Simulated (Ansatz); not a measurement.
**HNO (SMILES N=O): revPBE/STO-3G**

What is the electronic atomisation energy of HNO at revPBE/STO-3G? 

The results are computed with Ansatz 0.2.0.

### Step 1. Starting point

HNO: 3 atoms, total charge 0, spin state singlet. SMILES: `N=O`. Geometry: relaxed at GFN2-xTB.

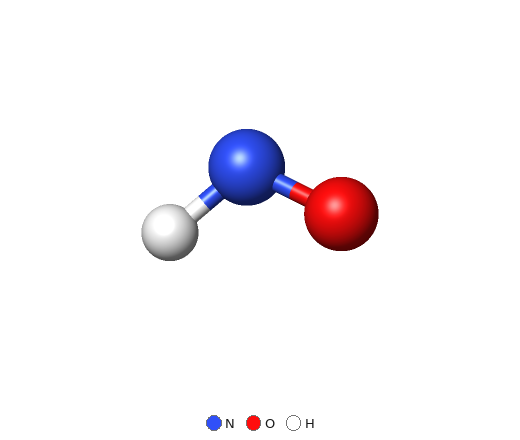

The structure, seen from a chosen angle (nitrogen blue, oxygen red, hydrogen white).

### Step 2. A single-point energy at revPBE/STO-3G

File job.yaml:

```yaml
crystal:
  periodic: [false, false, false]
  atoms:
    - {symbol: "N", position_ang: [-0.275940, 0.297220, -0.114780]}
    - {symbol: O, position_ang: [0.768580, 0.418030, 0.466150]}
    - {symbol: H, position_ang: [-0.492640, -0.715240, -0.351380]}
basis:
  gaussian: {orbitals: STO-3G}
magnetization: {spin_polarized: false, initial_magnetization: 0}
hamiltonian: {xc: {name: revPBE}}
accuracy: high
```

Command:

```
ansatz run job.yaml --threads 1 --pin off --max-ram 2610MiB --events-out events.jsonl --progress --plain --runs-dir runs
```

Standard output:

```text
Warning: RAYON_NUM_THREADS=1 ignored (pool sized by the plan → 1); use --threads N
Functional definition: revPBE
  name "revPBE"
  parameter kappa = 1.245
  parameter beta = 0.06672455060314922
  exchange = pbe_x(kappa = kappa, mu = beta*pi^2/3)
  correlation = pbe_c(beta = beta)
168 factors; integrals over basis functions are off by at most 2.2e-8 eV
mean field evaluation 1: about -3501.3392 eV, gradient 6.6e0 eV
mean field evaluation 2: about -3501.4845 eV, gradient 2.7e0 eV
mean field evaluation 4: about -3501.5035 eV, gradient 1.3e-1 eV
mean field evaluation 8: about -3501.4642 eV, gradient 3.2e-3 eV
mean field evaluation 16: about -3501.4642 eV, gradient 4.2e-9 eV
mean field -3501.46416688 eV, -128.6764347550 hartree, gradient 4.4e-8 eV, S^2 0.000000; 0 other end points of the search recorded, 0 dependent functions left out
reference -3501.46416821 eV, -128.6764348039 hartree; 8, 8 occupied and 3, 3 virtual orbitals, 168 factors
Total energy: -3501.46416821 eV, -128.6764348039 hartree
```

Run time: 0.38 s. Hardware: 1 thread of Arm Neoverse V2, shared host.

### Step 3. The H atom

File in.yaml:

```yaml
basis:
  gaussian:
    orbitals: STO-3G
crystal:
  periodic: [false, false, false]
  atoms:
    - {symbol: H, position_ang: [0.000000, 0.000000, 0.000000]}
magnetization:
  spin_polarized: true
  initial_magnetization: 1
hamiltonian:
  xc: {name: revPBE}
accuracy: high
```

Command:

```
ansatz run in.yaml --threads 1 --pin off --max-ram 2610MiB --events-out events.jsonl --progress --plain --runs-dir runs
```

Standard output:

```text
Warning: RAYON_NUM_THREADS=1 ignored (pool sized by the plan → 1); use --threads N
[... 6 set-up lines as earlier in the session ...]
1 factors; integrals over basis functions are off by at most 4.6e-10 eV
mean field evaluation 1: about -12.7921 eV, gradient 0.0e0 eV
mean field evaluation 2: about -12.7921 eV, gradient 0.0e0 eV
mean field -12.79208501 eV, -0.4701004535 hartree, gradient 0.0e0 eV, S^2 0.750000; 0 other end points of the search recorded, 0 dependent functions left out
reference -12.79208638 eV, -0.4701005037 hartree; 1, 0 occupied and 0, 1 virtual orbitals, 1 factors
Total energy: -12.79208638 eV, -0.4701005037 hartree
```

Wall time 0.06 s (1 thread of Arm Neoverse V2, shared host).

### Step 4. The N atom at the same level

File in.yaml:

```yaml
crystal:
  periodic: [false, false, false]
  atoms:
    - {symbol: N, position_ang: [0.000000, 0.000000, 0.000000]}
basis:
  gaussian:
    orbitals: STO-3G
magnetization:
  spin_polarized: true
  initial_magnetization: 3
hamiltonian:
  xc: {name: revPBE}
accuracy: high
```

Run the same way, it converges to -53.87487 Eh (log not shown).

### Step 5. The O atom

File input.yaml:

```yaml
crystal:
  periodic: [false, false, false]
  atoms:
    - symbol: O
      position_ang: [0.000000, 0.000000, 0.000000]
basis:
  gaussian: {orbitals: STO-3G}
magnetization: {spin_polarized: true, initial_magnetization: 2}
hamiltonian: {xc: {name: revPBE}}
accuracy: high
```

Command:

```
ansatz run input.yaml --threads 1 --pin off --max-ram 2610MiB --events-out events.jsonl --progress --plain --runs-dir runs
```

Standard output:

```text
Warning: RAYON_NUM_THREADS=1 ignored (pool sized by the plan → 1); use --threads N
[... 6 set-up lines as earlier in the session ...]
15 factors; integrals over basis functions are off by at most 1.1e-9 eV
mean field evaluation 1: about -2014.1042 eV, gradient 4.8e-12 eV
mean field evaluation 2: about -2014.1049 eV, gradient 2.3e-11 eV
mean field evaluation 4: about -2014.1039 eV, gradient 0.0e0 eV
mean field evaluation 8: about -2014.1047 eV, gradient 2.9e-2 eV
mean field -2014.10487446 eV, -74.0169889270 hartree, gradient 0.0e0 eV, S^2 2.000000; 2 other end points of the search recorded, 0 dependent functions left out
reference -2014.10487505 eV, -74.0169889489 hartree; 5, 3 occupied and 0, 2 virtual orbitals, 15 factors
Total energy: -2014.10487505 eV, -74.0169889489 hartree
```

Wall time 0.22 s (1 thread of Arm Neoverse V2, shared host).

### Step 6. What came out

At revPBE/STO-3G:

```
                     quantity          value
       molecule: total energy  -128.67643 Eh
         H atom: total energy    -0.47010 Eh
                 H atom: ⟨S²⟩          0.750
         N atom: total energy   -53.87487 Eh
                 N atom: ⟨S²⟩          3.750
         O atom: total energy   -74.01699 Eh
                 O atom: ⟨S²⟩          2.000
electronic atomisation energy       8.557 eV
```

What this shows: Taking the molecule apart into free atoms costs 8.56 eV (197 kcal/mol), before zero-point energy and without spin-orbit coupling. In a minimal basis such a difference can be off by several eV, whatever the method.
